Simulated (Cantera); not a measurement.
A closed system holds: 1 mol SiCl4, 0.27 mol HCl, 500 mol H2, at 10000 Pa.

Method: chemical equilibrium by Gibbs-energy minimisation in Cantera with the NASA 1993 tables (ideal gas, pure condensed phases). Candidate condensed phases: Si; 19 gas species. The tables' values for SiCl3 are old estimates; treat these amounts as uncertain. Rates play no part.

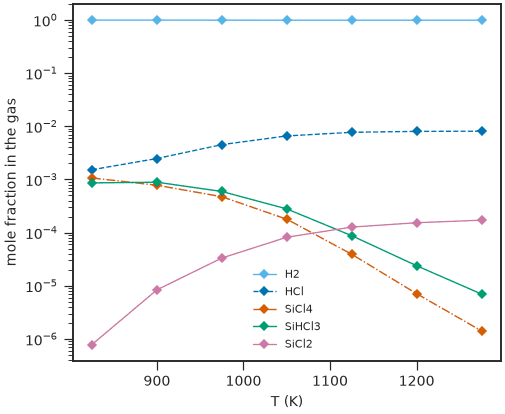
Figure: Equilibrium gas composition (values under 1e-9 drawn at 1e-9)

Q: Read off the mole fractions at 1050 K.

A: H2 about 0.99, HCl about 0.0066, SiHCl3 about 0.00028, SiCl4 about 0.00018, SiCl2 about 8.2e-5.
